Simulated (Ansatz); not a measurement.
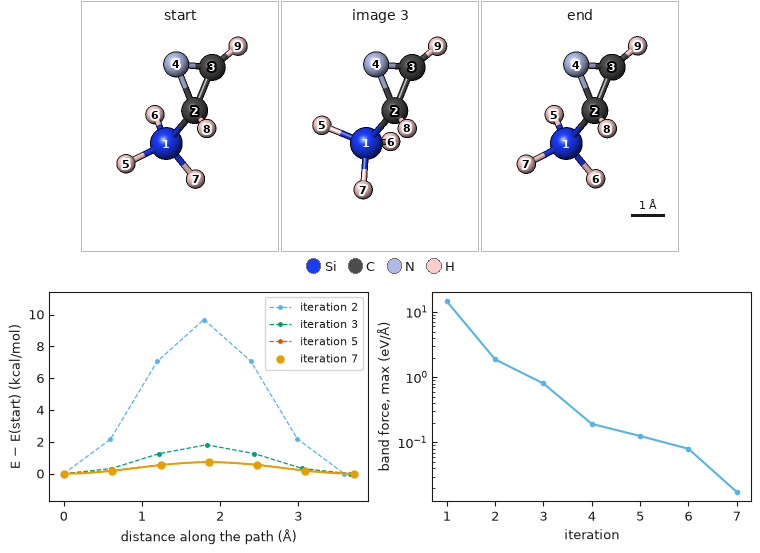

A search for the minimum-energy path of C$_{2}$H$_{5}$NSi by the nudged elastic band. Images are numbered from 0 (start) to 6 (end). The plot follows the band through its iterations. Style: ball-and-stick. Shown from a free direction.

Theory: RKS PBE-D4/def2-SVP in Ansatz 0.2.0. Run with 5 movable images; climbing image; force threshold 0.05 eV/Å; iteration limit 60; starting path by straight interpolation.

### Judge this run.

The run is converged, with reservations. The band converged in 7 iterations. The largest component of the band force went from 15 to 0.017 eV/Å. The climbing image converged on the top of the path. Its curvatures weren't checked. The straight starting path can push atoms close together and costs iterations. The first iteration put the highest image at 81.61 kcal/mol. The barrier is about 0.73 kcal/mol in both directions, with image 3 at the top; the ends have the same energy.

Cost: 94 s on 1 thread of Arm Neoverse V1 (shared host), peak memory 0.15 GiB.
